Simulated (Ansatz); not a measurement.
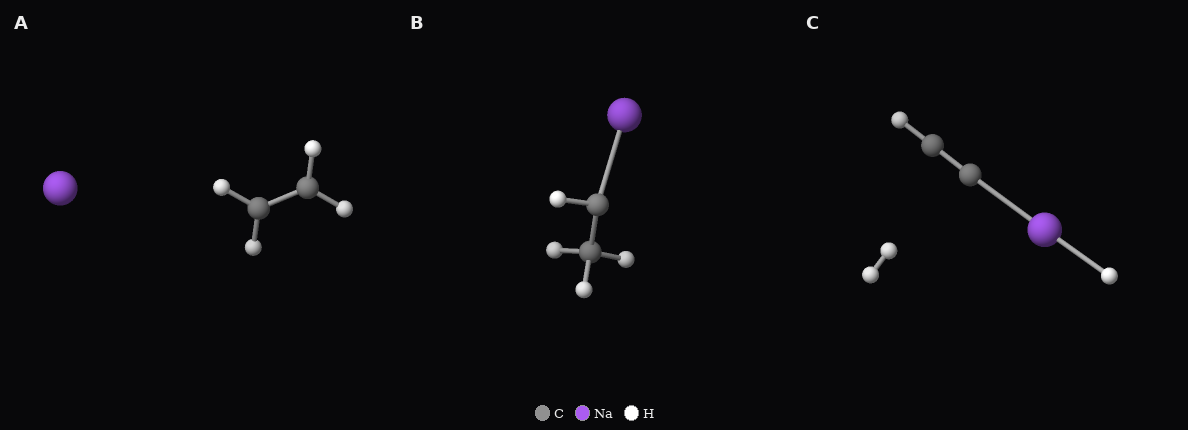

3 stationary structures of one formula. The species has charge −1 and is a spin singlet. Geometries: PBE0-D4/def2-TZVPD. Electronic energies: RHF-CCSD(T) (frozen core)/def2-TZVPPD (Ansatz 0.2.0), without zero-point energy. No frequency run is at hand to confirm each as a minimum. Each is one conformer, not always the lowest.

### Rank them by energy, lowest first.

A is lowest; B lies 36.4 kcal/mol above it (C1), C lies 39.6 kcal/mol above it (Cs).
